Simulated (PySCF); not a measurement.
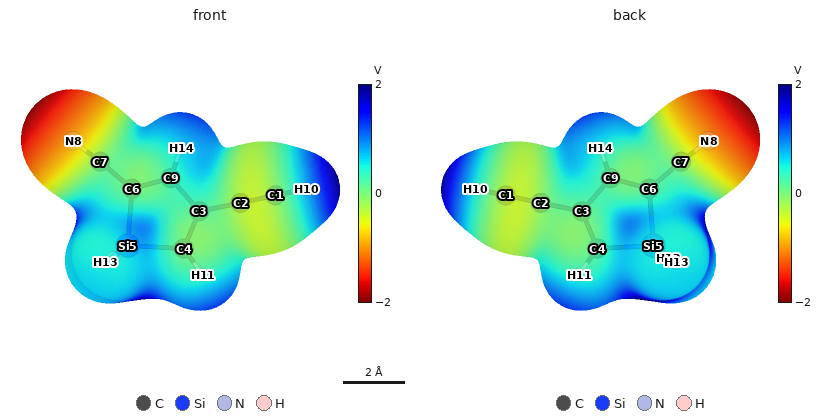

C$_{7}$H$_{5}$NSi (SMILES C#CC1=C[SiH2]C(C#N)=C1). The molecular electrostatic potential painted on the density surface at 0.002 e/bohr³, seen from the front and from behind; red is negative and blue positive.

Geometry: GFN2-xTB.

All numbers below come from PBE0/pcSseg-1, SCF density, gas phase, non-relativistic (PySCF).

```yaml
atoms:
  - { symbol: C, position_ang: [3.4267, 0.6289, -0.2266] }
  - { symbol: C, position_ang: [2.2742, 0.3169, -0.0932] }
  - { symbol: C, position_ang: [0.9164, -0.0358, 0.0549] }
  - { symbol: C, position_ang: [0.4768, -1.1509, 0.6819] }
  - { symbol: Si, position_ang: [-1.4026, -1.2184, 0.6466] }
  - { symbol: C, position_ang: [-1.3862, 0.4325, -0.3076] }
  - { symbol: C, position_ang: [-2.5085, 1.1239, -0.7521] }
  - { symbol: N, position_ang: [-3.4690, 1.6546, -1.0970] }
  - { symbol: C, position_ang: [-0.1152, 0.8396, -0.4922] }
  - { symbol: H, position_ang: [4.4351, 0.8957, -0.3392] }
  - { symbol: H, position_ang: [1.1625, -1.8577, 1.1178] }
  - { symbol: H, position_ang: [-1.9464, -2.3034, -0.1661] }
  - { symbol: H, position_ang: [-2.0295, -1.0741, 1.9578] }
  - { symbol: H, position_ang: [0.1649, 1.7477, -1.0071] }
```

Question: Describe the electrostatic potential map.

Answer: The most negative region (about −1.9 V) lies over N8, the most positive (about +1.9 V) over Si5 and H10. N8 is the likeliest acceptor of a hydrogen bond.

Question: What dipole moment does the calculation give?

Answer: Its dipole moment is 4.69 D.
